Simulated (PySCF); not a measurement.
C2H7BN2O (SMILES CC(=O)NBN)

```xyz
13

C     2.1761    0.1073   -0.0521
C     0.7045    0.2279    0.2991
O     0.3424    0.8315    1.2902
N    -0.1549   -0.3740   -0.5662
B    -1.6049   -0.4115   -0.4831
N    -2.2465    0.2201    0.5587
H     2.7122   -0.2835    0.8097
H     2.5666    1.1021   -0.2575
H     2.3520   -0.5335   -0.9113
H     0.2807   -0.8446   -1.3446
H    -2.1838   -0.9882   -1.3223
H    -3.2403    0.2438    0.6984
H    -1.7084    0.7031    1.2633
```

Geometry: GFN2-xTB.

Computed with PySCF, PBE0/def2-SVPD, SCF density, gas phase.

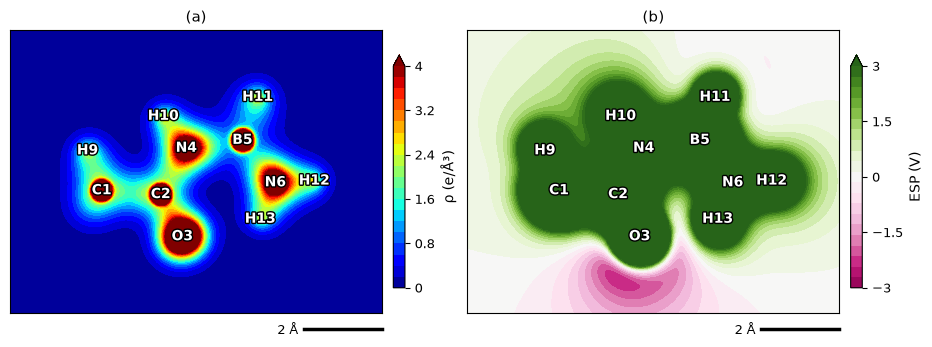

Figure 1. (a) electron density; (b) electrostatic potential on the plane of atoms B5, N4 and H10.

Interpret the plot.

The section cuts through C, O, N, B and H sites.
C–O (1.22 Å): the density is about 3.3 e/Å³ at the midpoint.
C–N (1.36 Å): the density is about 2.4 e/Å³ at the midpoint.
B–N (1.38 Å): ρ at the midpoint is about 2 e/Å³.
C–C (1.52 Å): ρ at the midpoint is about 1.7 e/Å³.
N–H (1.00 Å): ρ at the midpoint is about 2.9 e/Å³.
Outside the dense part of the molecule the potential is most negative (−2.4 V) near O3.

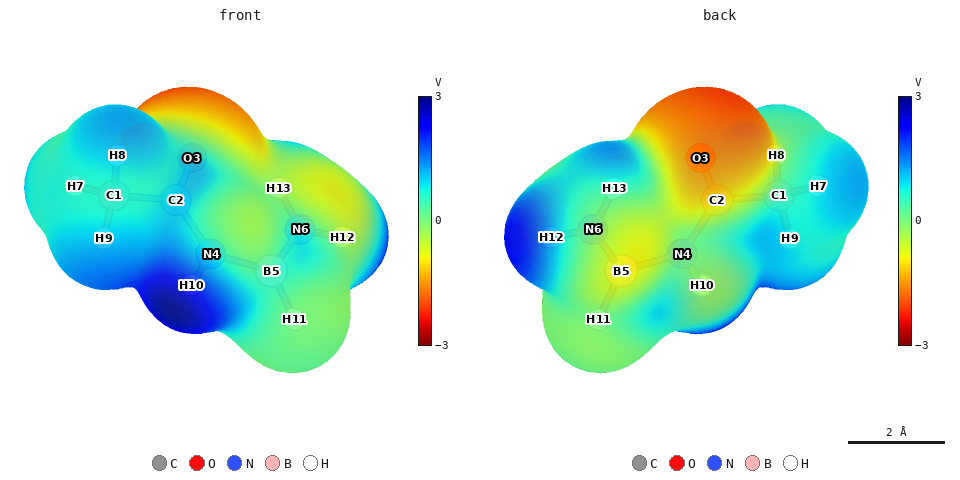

Figure 2. The molecular electrostatic potential painted on the density surface at 0.004 e/bohr³, seen from the front and from behind; the colour scale runs from red (negative) to blue (positive).

Which sites attract a positive test charge, and which a negative one?

A positive charge is drawn to the negative regions and a negative charge to the positive ones. The most negative region (about −2.1 V) lies over O3, the most positive (about +2.8 V) over H10. O3 is the likeliest acceptor of a hydrogen bond.
